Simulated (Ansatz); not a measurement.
**Cd3Se: a closer look at a trial structure**

Aim: for this structure of Cd3Se, see whether it has a gap, which orbitals make up the states near it and how charge is shared.

Program: Ansatz 0.2.0. Level of theory: DFT PBE, scalar-relativistic, plane waves, PAW. These are calculated values, not measurements.

**1. The starting structure**

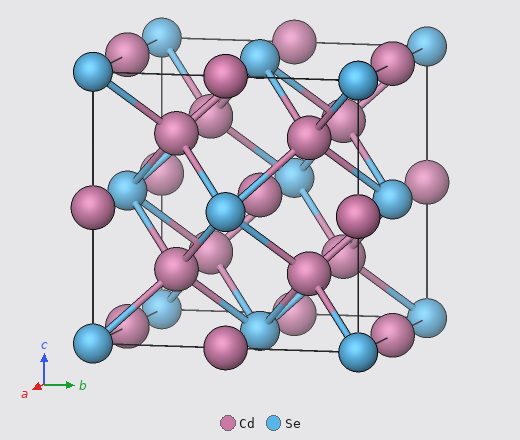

Start, viewed slightly off an axis; cadmium pink, selenium blue. Atoms on the faces are drawn again on the opposite ones. The cell drawn here is the conventional one.

Coordinates:

```cif
data_structure
_symmetry_space_group_name_H-M 'Fm-3m'
_symmetry_Int_Tables_number 225
_cell_length_a 7.2950
_cell_length_b 7.2950
_cell_length_c 7.2950
_cell_angle_alpha 90.000
_cell_angle_beta 90.000
_cell_angle_gamma 90.000
_cell_volume 388.22
loop_
_atom_site_label
_atom_site_type_symbol
_atom_site_symmetry_multiplicity
_atom_site_Wyckoff_symbol
_atom_site_fract_x
_atom_site_fract_y
_atom_site_fract_z
_atom_site_occupancy
Cd1 Cd 4 b 0.50000 0.00000 0.00000 1
Cd2 Cd 8 c 0.25000 0.25000 0.75000 1
Se1 Se 4 a 0.00000 0.00000 0.00000 1
```

It is the end of an earlier relaxation with the same method, from a generated guess; it is a trial structure. At a tolerance of 0.05 Å it has space group Fm-3m (No. 225); it has 24.26 Å³/atom, an uncorrected energy of +0.06 eV/atom over the elements.

**2. Static run: bands, density of states and charges**

Input file input.yaml:

```yaml
crystal:
  lattice:
    - [0.0, 3.6475060288, 3.6475060288]
    - [3.6475060288, 0.0, 3.6475060288]
    - [3.6475060288, 3.6475060288, 0.0]
  atoms:
    - { symbol: Cd, position: [0.5, 0.5, 0.5] }
    - { symbol: Cd, position: [0.75, 0.75, 0.75] }
    - { symbol: Cd, position: [0.25, 0.25, 0.25] }
    - { symbol: Se, position: [0.0, 0.0, 0.0] }
basis:
  ecutwfc: 420
kpoints:
  mp_grid: { grid: [12, 12, 12] }
  band_path:
    path:
      - [[0.0, 0.0, 0.0], [0.5, 0.0, 0.5], [0.625, 0.25, 0.625]]
      - [[0.375, 0.375, 0.75], [0.0, 0.0, 0.0], [0.5, 0.5, 0.5], [0.5, 0.25, 0.75], [0.5, 0.0, 0.5]]
    npoints: 14
hamiltonian:
  xc: pbe
scf:
  occupations: { method: gaussian, width: 0.1 }
  n_extra_bands: 10
output:
  forces: true
  stress: true
  eigenvalues: true
  populations: true
  dos: { projected: true, de: 0.02, nscf_kmesh: { grid: [15, 15, 15] } }
  bader: true
```

Launch:

```bash
> ansatz run input.yaml --threads 1 --pin off --max-ram 2560MiB --backend cpu --events-out ev --progress --plain --runs-dir out
```

Log:

```text
Warning: RAYON_NUM_THREADS=1 ignored (pool sized by the plan → 1); use --threads N
scf.n_extra_bands = 10 over 38 filled bands (N_el = 76.0): the run solves 48 bands
Engine: ansatz 0.2.0, x86_64-unknown-linux-gnu
Pseudopotentials: kind: paw
Pseudopotential: Cd, paw, valence charge 20, recommended cutoff 420 eV (normal), Cd.paw.azcp
Pseudopotential: Se, paw, valence charge 16, recommended cutoff 420 eV (normal), Se.paw.azcp
Functional definition: PBE
  parameter kappa = 0.804
  parameter beta = 0.06672455060314922
  exchange = pbe_x(kappa = kappa, mu = beta*pi^2/3)
  correlation = pbe_c(beta = beta)
Crystal: 4 atoms, lattice volume = 97.055 Å³
Basis set: ecut = 420 eV, 1917 PW (Γ), exchange–correlation on 72×72×72 points (8 copies of the dense FFT grid, shifted against one another)
Bands: 48, of which v1, the nominal top of the filled ones, is band 38 counted from 1 (37 counted from 0)
Symmetry: 48 space group operations
Space group: Fm-3m (ITA 225), of the structure as read, at distance tolerance 4.6e-5 Å
k-points: 72 of 1728
Non-local potential: Cd, projectors of the file, l = 0: 3, l = 1: 2, l = 2: 2, l = 3: 1
Non-local potential: Se, projectors of the file, l = 0: 2, l = 1: 2, l = 2: 3, l = 3: 1
PAW form: soft (Blöchl's): semilocal exchange-correlation on the pseudo side does not see the compensation charge
PAW one-centre angular grid: Cd, 590 points (default); XC on 64 Gauss nodes
PAW one-centre angular grid: Se, 590 points (default); XC on 64 Gauss nodes
Initial density: superposition of atomic densities (neutral atoms: chi_scale 0, normalization atom), corrected by the library's trained network
Initial wavefunctions: pseudopotential atomic-orbital guess
Functional: x = pbe(κ = 0.804, μ = 0.2195149727645171), c = pbe(β = 0.06672455060314922)
SCF iter   1: F=—  HF=-30232.196966 eV  |F-HF|=—  |Δ(HF+E_count)|=         —  Δρ=2.43e-3  dr2=1.36e-2  ethr=1.77e-3  ⟨swp⟩=6.5  Hψ=12378  notcnv=0  defer=78
preconditioner: auto → Kerker (q_TF=auto, 2.619 Å⁻¹)  [metal: Δε(μ)=0.073 eV  Ē_g=12.737 eV  σ=0.100 eV  W_gap=0.39  n_scr=26 (ndim 8)  ℏωp=24.4 eV  f_vac=0.000  D(μ)=1.48/eV (n_scr^D=8)]
SCF iter   2: F=—  HF=-30232.195668 eV  |F-HF|=—  |Δ(HF+E_count)|=   1.30e-3  Δρ=1.50e-3  dr2=5.75e-3  ethr=1.80e-5  ⟨swp⟩=1.8  Hψ=4165  notcnv=0  defer=96
SCF iter   3: F=—  HF=-30232.194153 eV  |F-HF|=—  |Δ(HF+E_count)|=   1.52e-3  Δρ=4.75e-4  dr2=5.12e-4  ethr=7.57e-6  ⟨swp⟩=2.0  Hψ=5072  notcnv=0  defer=96
SCF iter   4: F=—  HF=-30232.193946 eV  |F-HF|=—  |Δ(HF+E_count)|=   2.07e-4  Δρ=2.58e-4  dr2=9.91e-5  ethr=6.74e-7  ⟨swp⟩=2.0  Hψ=5073  notcnv=0  defer=96
SCF iter   5: F=—  HF=-30232.193926 eV  |F-HF|=—  |Δ(HF+E_count)|=   2.01e-5  Δρ=6.15e-5  dr2=3.49e-6  ethr=1.30e-7  ⟨swp⟩=2.0  Hψ=4713  notcnv=0  defer=96
SCF iter   6: F=—  HF=-30232.193925 eV  |F-HF|=—  |Δ(HF+E_count)|=   3.17e-7  Δρ=2.40e-5  dr2=5.00e-7  ethr=4.60e-9  ⟨swp⟩=2.0  Hψ=4714  notcnv=0  defer=96
SCF iter   7: F=-30232.193925 eV  HF=-30232.193925 eV  |F-HF|=3.29e-9  |Δ(HF+E_count)|=   2.31e-9  Δρ=8.08e-6  dr2=4.24e-8  ethr=1.32e-10  ⟨swp⟩=8.9  Hψ=15431  notcnv=0
SCF 1 converged in 7 iterations: F = -30232.193925 eV  dr2 = 4.24e-8
NSCF: frozen V_eff on 86 k-points
NSCF: frozen V_eff on 120 k-points
SCF converged after 7 iterations
Free energy (F): -30232.193925 eV
Harris-Foulkes:  -30232.193925 eV  (|F-HF|=3.29e-9)
Internal energy: -30232.186911 eV  (E = F + TS)
E sigma→0 (E₀):  -30232.190418 eV
Entropy (-TS):   -0.007014 eV (-1.754 meV/atom)
Fermi energy:    11.492402 eV
--- Per-component energies (eV) ---
  E_band       = -1675.777992
  E_kinetic    = 1631.889841
  E_local      = -11665.446422  (includes V_loc(G=0)·N_el)
  E_nonlocal   = -497.434756
  E_hartree    = 5509.393930
  E_xc         = -633.403915
  E_vxc        = -761.597545  (∫ρ·V_xc dr)
  E_paw        = -14160.553901  (= ΣΔE_a)
  E_vpaw       = -1401.960509  (= ΣTr[D̂ρ^β])
  E_aug_tail   = -0.000510  (compensation charges beyond the density's cutoff)
  E_ewald      = -10416.631179
  E_smearing   = -0.007014  (= −TS)
  E_closure    = 0.000000  (closes the sum)
  Σ components = -30232.193925   (vs F -30232.193925, Δ=0.00e0)
--- Forces (eV/Å), atoms counted from 1 ---
  atom   1  Cd     0.00000000    -0.00000000    -0.00000000
  atom   2  Cd     0.00000000     0.00000000     0.00000000
  atom   3  Cd     0.00000000    -0.00000000     0.00000000
  atom   4  Se     0.00000000    -0.00000000    -0.00000000
  max |Σ_I F_I| component: 1.02e-16 eV/Å
--- Stress (GPa, compression-positive) ---
       -0.015888      -0.000000       0.000000
       -0.000000      -0.015888       0.000000
       -0.000000       0.000000      -0.015888
  P = ⅓ Tr σ = -0.0159 GPa (-0.159 kbar)
--- Band table (eV; the first three rows and the last of 72) ---
  k-point 0: bands = ["-91.1217", "-91.1215", "-90.9923", "-52.1817", "-52.1817", "-52.1817", "-52.1803", "-52.1803", "-52.1803", "-52.0454", "-52.0454", "-52.0454", "-36.4270", "-36.4270", "-36.4269", "-36.4269", "-36.4269", "-1.5641", "2.5793", "2.5793", "2.7176", "2.7176", "2.7176", "2.7996", "2.7996", "2.7996", "3.2459", "3.2459", "3.3329", "3.3329", "3.3523", "3.3523", "3.3523", "6.0941", "9.3401", "9.3401", "9.3401", "12.4951", "13.3412", "13.3412", "13.3412", "14.7111", "14.7111", "14.7111", "15.1946", "18.1978", "18.1978", "22.4374"]
  k-point 1: bands = ["-91.1216", "-91.1215", "-90.9923", "-52.1817", "-52.1816", "-52.1816", "-52.1803", "-52.1803", "-52.1802", "-52.0454", "-52.0454", "-52.0454", "-36.4270", "-36.4270", "-36.4269", "-36.4269", "-36.4269", "-1.5522", "2.5854", "2.5854", "2.6866", "2.7127", "2.7127", "2.8115", "2.8115", "2.8513", "3.2315", "3.2315", "3.3292", "3.3294", "3.3294", "3.3594", "3.3594", "6.0739", "9.3151", "9.3151", "9.3300", "12.0391", "13.3389", "13.3389", "13.5270", "14.5016", "14.6948", "14.6948", "16.0925", "18.4361", "18.4361", "21.9041"]
  k-point 2: bands = ["-91.1216", "-91.1215", "-90.9923", "-52.1817", "-52.1816", "-52.1816", "-52.1804", "-52.1804", "-52.1802", "-52.0454", "-52.0454", "-52.0454", "-36.4270", "-36.4270", "-36.4269", "-36.4269", "-36.4269", "-1.5196", "2.6035", "2.6035", "2.6668", "2.7034", "2.7034", "2.8408", "2.8408", "2.9302", "3.1951", "3.1951", "3.2680", "3.3186", "3.3186", "3.3749", "3.3749", "6.0121", "9.2426", "9.2520", "9.2520", "11.5281", "13.1580", "13.2514", "13.2514", "14.7987", "14.7987", "15.3166", "17.4439", "19.0636", "19.0636", "20.7589"]
  k-point 71: bands = ["-91.1216", "-91.1216", "-90.9923", "-52.1824", "-52.1819", "-52.1811", "-52.1811", "-52.1797", "-52.1797", "-52.0455", "-52.0455", "-52.0452", "-36.4270", "-36.4270", "-36.4269", "-36.4269", "-36.4269", "-1.3506", "2.6365", "2.6365", "2.6814", "2.7473", "2.8980", "2.8980", "2.9871", "3.0470", "3.0775", "3.0775", "3.1671", "3.2496", "3.3509", "3.3509", "3.4934", "6.7432", "6.7432", "7.0047", "10.6735", "11.6681", "11.9798", "11.9798", "15.3647", "15.3647", "18.4234", "18.4275", "18.5893", "19.6909", "20.5166", "20.5166"]
--- Löwdin populations: 4 sites ---
  site symbol       q [e]
     0     Cd     19.6805
     1     Cd     19.3622
     2     Cd     19.3622
     3     Se     16.8930
  spilling = 0.009237 (of n_electrons = 76.000000)
--- Bader charges: 4 sites ---
  site symbol  charge [e]  shift [e]
     0     Cd      0.0341     0.0000
     1     Cd      0.3149     0.0000
     2     Cd      0.3149     0.0000
     3     Se     -0.6639     0.0000
  estimated error of the sums over rays = 5.4e-4 e
```

Run time: 2.4 min. Hardware: 1 thread of Intel Xeon at 2.50GHz (Skylake/Cascade Lake), shared host; peak memory 0.64 GiB.

By site:

```
atom  Löwdin electrons  Bader charge (e)  Bader volume (Å³)
 Cd1             19.68             +0.03               24.3
 Cd2             19.36             +0.31               22.6
 Cd3             19.36             +0.31               22.6
 Se4             16.89             -0.66               27.6
```

The Löwdin counts miss 0.70 of the 76 electrons, which the atomic orbitals do not span, so they are no charges.

bands.tsv at the labelled points (eV, zero at the Fermi level; the bands nearest the Fermi level):

```
point  band 35  band 36  band 37  band 38  band 39  band 40  band 41  band 42
    Γ    -2.15    -2.15    -2.15     1.00     1.85     1.85     1.85     3.22
    X    -3.57    -3.57    -3.15    -1.26     1.40     2.86     2.86     5.13
    U    -4.95    -3.24    -2.25    -0.09     1.01     1.78     2.38     5.27
    K    -4.95    -3.24    -2.25    -0.09     1.01     1.78     2.38     5.27
    Γ    -2.15    -2.15    -2.15     1.00     1.85     1.85     1.85     3.22
    L    -3.12    -2.43    -2.43    -0.11     1.03     1.03     1.90     4.70
    W    -4.75    -4.49    -0.82     0.18     0.49     0.49     3.87     3.87
    X    -3.57    -3.57    -3.15    -1.26     1.40     2.86     2.86     5.13
```

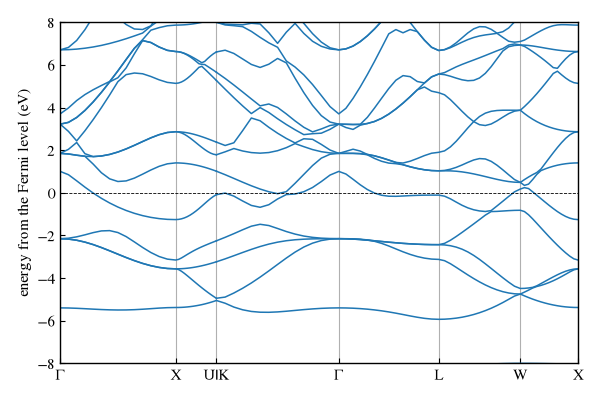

Bands along the path. Deeper bands lie below the window drawn.

Counts of states by energy window (eV from the Fermi level), total and by projection:

```
from  to  total  Cd 5s  Se 4p
  -8  -7   0.29   0.00   0.00
  -7  -6   0.00   0.00   0.00
  -6  -5   1.98   1.18   0.60
  -5  -4   0.91   0.39   0.45
  -4  -3   1.81   0.48   1.15
  -3  -2   1.79   0.28   1.32
  -2  -1   1.50   0.62   0.64
  -1   0   1.98   1.18   0.58
   0   1   1.83   0.88   0.59
   1   2   1.95   0.16   0.22
   2   3   1.84   0.13   0.12
   3   4   1.43   0.09   0.04
   4   5   1.47   0.08   0.03
   5   6   1.68   0.07   0.02
```

Below -8 eV lie 66 or so more states.

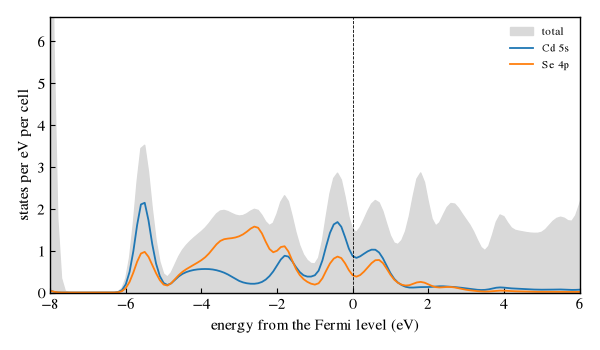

Total and projected density of states, smoothed over about 0.40 eV.

**3. Variant: xc_grid 2, mp_grid.grid [10, 10, 10]**

Input file input.yaml:

```yaml
crystal:
  lattice:
    - [0.0, 3.6475060288, 3.6475060288]
    - [3.6475060288, 0.0, 3.6475060288]
    - [3.6475060288, 3.6475060288, 0.0]
  atoms:
    - { symbol: Cd, position: [0.5, 0.5, 0.5] }
    - { symbol: Cd, position: [0.75, 0.75, 0.75] }
    - { symbol: Cd, position: [0.25, 0.25, 0.25] }
    - { symbol: Se, position: [0.0, 0.0, 0.0] }
basis:
  ecutwfc: 420
  xc_grid: 2
kpoints:
  mp_grid: { grid: [10, 10, 10] }
hamiltonian:
  xc: pbe
scf:
  occupations: { method: gaussian, width: 0.1 }
output:
  forces: true
  eigenvalues: true
  stress: true
```

Launch:

```bash
> ansatz run input.yaml --threads 1 --pin off --max-ram 2560MiB --backend cpu --events-out ev --progress --plain --runs-dir out
```

Log:

```text
Warning: RAYON_NUM_THREADS=1 ignored (pool sized by the plan → 1); use --threads N
[... 9 set-up lines as earlier in the session ...]
Crystal: 4 atoms, lattice volume = 97.055 Å³
Basis set: ecut = 420 eV, 1917 PW (Γ), exchange–correlation on 72×72×72 points (8 copies of the dense FFT grid, shifted against one another)
Bands: 46, of which v1, the nominal top of the filled ones, is band 38 counted from 1 (37 counted from 0)
[... 2 set-up lines as earlier in the session ...]
k-points: 47 of 1000
[... 8 set-up lines as earlier in the session ...]
SCF iter   1: F=—  HF=-30232.192115 eV  |F-HF|=—  |Δ(HF+E_count)|=         —  Δρ=2.42e-3  dr2=1.36e-2  ethr=1.77e-3  ⟨swp⟩=6.2  Hψ=7478  notcnv=0  defer=19
preconditioner: auto → Kerker (q_TF=auto, 2.619 Å⁻¹)  [metal: Δε(μ)=0.039 eV  Ē_g=11.809 eV  σ=0.100 eV  W_gap=0.22  n_scr=26 (ndim 8)  ℏωp=24.4 eV  f_vac=0.000  D(μ)=1.90/eV (n_scr^D=14)]
SCF iter   2: F=—  HF=-30232.190819 eV  |F-HF|=—  |Δ(HF+E_count)|=   1.30e-3  Δρ=1.50e-3  dr2=5.85e-3  ethr=1.78e-5  ⟨swp⟩=1.9  Hψ=2628  notcnv=0  defer=24
SCF iter   3: F=—  HF=-30232.189253 eV  |F-HF|=—  |Δ(HF+E_count)|=   1.57e-3  Δρ=4.80e-4  dr2=5.25e-4  ethr=7.69e-6  ⟨swp⟩=2.0  Hψ=3259  notcnv=0  defer=24
SCF iter   4: F=—  HF=-30232.189040 eV  |F-HF|=—  |Δ(HF+E_count)|=   2.13e-4  Δρ=2.62e-4  dr2=1.02e-4  ethr=6.91e-7  ⟨swp⟩=2.0  Hψ=3259  notcnv=0  defer=24
SCF iter   5: F=—  HF=-30232.189013 eV  |F-HF|=—  |Δ(HF+E_count)|=   2.76e-5  Δρ=6.41e-5  dr2=3.85e-6  ethr=1.34e-7  ⟨swp⟩=2.0  Hψ=3027  notcnv=0  defer=24
SCF iter   6: F=—  HF=-30232.189021 eV  |F-HF|=—  |Δ(HF+E_count)|=   8.10e-6  Δρ=2.62e-5  dr2=5.69e-7  ethr=5.06e-9  ⟨swp⟩=2.2  Hψ=3032  notcnv=0  defer=24
SCF iter   7: F=-30232.189021 eV  HF=-30232.189021 eV  |F-HF|=9.75e-9  |Δ(HF+E_count)|=   1.74e-8  Δρ=8.24e-6  dr2=4.67e-8  ethr=1.32e-10  ⟨swp⟩=8.3  Hψ=9385  notcnv=0
SCF 1 converged in 7 iterations: F = -30232.189021 eV  dr2 = 4.67e-8
SCF converged after 7 iterations
Free energy (F): -30232.189021 eV
Harris-Foulkes:  -30232.189021 eV  (|F-HF|=9.75e-9)
Internal energy: -30232.179407 eV  (E = F + TS)
E sigma→0 (E₀):  -30232.184214 eV
Entropy (-TS):   -0.009614 eV (-2.403 meV/atom)
Fermi energy:    11.511532 eV
--- Per-component energies (eV) ---
  E_band       = -1675.835909
  E_kinetic    = 1631.867331
  E_local      = -11665.350006  (includes V_loc(G=0)·N_el)
  E_nonlocal   = -497.439832
  E_hartree    = 5509.311616
  E_xc         = -633.399702
  E_vxc        = -761.591633  (∫ρ·V_xc dr)
  E_paw        = -14160.537127  (= ΣΔE_a)
  E_vpaw       = -1401.930878  (= ΣTr[D̂ρ^β])
  E_aug_tail   = -0.000510  (compensation charges beyond the density's cutoff)
  E_ewald      = -10416.631179
  E_smearing   = -0.009614  (= −TS)
  E_closure    = -0.000000  (closes the sum)
  Σ components = -30232.189021   (vs F -30232.189021, Δ=0.00e0)
--- Forces (eV/Å), atoms counted from 1 ---
  atom   1  Cd     0.00000000    -0.00000000    -0.00000000
  atom   2  Cd    -0.00000000     0.00000000     0.00000000
  atom   3  Cd    -0.00000000     0.00000000    -0.00000000
  atom   4  Se     0.00000000    -0.00000000     0.00000000
  max |Σ_I F_I| component: 1.11e-16 eV/Å
--- Stress (GPa, compression-positive) ---
       -0.027664      -0.000000       0.000000
       -0.000000      -0.027664      -0.000000
        0.000000      -0.000000      -0.027664
  P = ⅓ Tr σ = -0.0277 GPa (-0.277 kbar)
--- Band table (eV; the first three rows and the last of 47) ---
  k-point 0: bands = ["-91.1237", "-91.1235", "-90.9918", "-52.1837", "-52.1837", "-52.1837", "-52.1823", "-52.1823", "-52.1823", "-52.0448", "-52.0448", "-52.0448", "-36.4276", "-36.4276", "-36.4275", "-36.4275", "-36.4275", "-1.5651", "2.5783", "2.5783", "2.7160", "2.7160", "2.7160", "2.7993", "2.7993", "2.7993", "3.2442", "3.2442", "3.3332", "3.3332", "3.3517", "3.3517", "3.3517", "6.0940", "9.3392", "9.3392", "9.3392", "12.4944", "13.3407", "13.3407", "13.3407", "14.7114", "14.7114", "14.7114", "15.1949", "18.1975"]
  k-point 1: bands = ["-91.1237", "-91.1235", "-90.9918", "-52.1837", "-52.1837", "-52.1837", "-52.1823", "-52.1823", "-52.1822", "-52.0448", "-52.0448", "-52.0448", "-36.4276", "-36.4276", "-36.4275", "-36.4275", "-36.4275", "-1.5481", "2.5871", "2.5871", "2.6787", "2.7096", "2.7096", "2.8157", "2.8157", "2.8662", "3.2240", "3.2240", "3.3189", "3.3279", "3.3279", "3.3616", "3.3616", "6.0649", "9.3039", "9.3039", "9.3214", "11.9184", "13.3322", "13.3322", "13.4792", "14.6037", "14.6978", "14.6978", "16.3445", "18.5351"]
  k-point 2: bands = ["-91.1237", "-91.1236", "-90.9918", "-52.1837", "-52.1836", "-52.1836", "-52.1824", "-52.1824", "-52.1822", "-52.0449", "-52.0448", "-52.0448", "-36.4276", "-36.4276", "-36.4275", "-36.4275", "-36.4275", "-1.5035", "2.6125", "2.6125", "2.6685", "2.6995", "2.6995", "2.8539", "2.8539", "2.9583", "3.1746", "3.1746", "3.2377", "3.3133", "3.3133", "3.3808", "3.3808", "5.9746", "9.1625", "9.2210", "9.2210", "11.4101", "13.0188", "13.1738", "13.1738", "14.9185", "14.9185", "15.7411", "18.0357", "19.3878"]
  k-point 46: bands = ["-91.1236", "-91.1236", "-90.9919", "-52.1844", "-52.1839", "-52.1834", "-52.1827", "-52.1818", "-52.1817", "-52.0450", "-52.0448", "-52.0447", "-36.4276", "-36.4275", "-36.4275", "-36.4275", "-36.4275", "-1.3521", "2.6354", "2.6406", "2.6780", "2.7521", "2.8696", "2.9173", "2.9822", "3.0293", "3.0509", "3.1242", "3.1686", "3.2459", "3.3155", "3.3855", "3.4903", "6.5194", "7.0059", "7.0501", "10.3089", "11.5676", "12.0686", "12.3211", "14.9659", "15.8834", "18.1409", "18.3831", "18.8534", "19.7699"]
```

Run time: 20 s. Hardware: 1 thread of Intel Xeon at 2.50GHz (Skylake/Cascade Lake), shared host; peak memory 0.46 GiB.

```
    run     ending  energy change  pressure (GPa)  gap (eV)  force (eV/Å)  cycles     time
 step 2  converged              0             0.0      0.00          0.00       7  2.4 min
variant  converged  +1.2 meV/atom             0.0      0.00          0.00       7     20 s
```

Changing the k-point mesh moves the energy by +1.2 meV/atom. Sampling errors of the energy have no fixed sign.

**4. Results**

| quantity | value |
| --- | --- |
| gap | none (metal) |
| states at the Fermi level | 1.24 per eV per cell |
| Bader charges | Cd +0.03 to +0.31, Se -0.66 e |

**Reading.** Bands cross the Fermi level: a metal at this level of theory. Of the projected weight within 0.25 eV of the Fermi level, the largest part is Cd 5s (66 %) and Se 4p (32 %). The projections leave out shells that the potentials don't hold, such as empty d states. Bader charges go up to 0.7 e. Spin polarisation is off in the runs that give these values; a magnetic solution could lie lower.
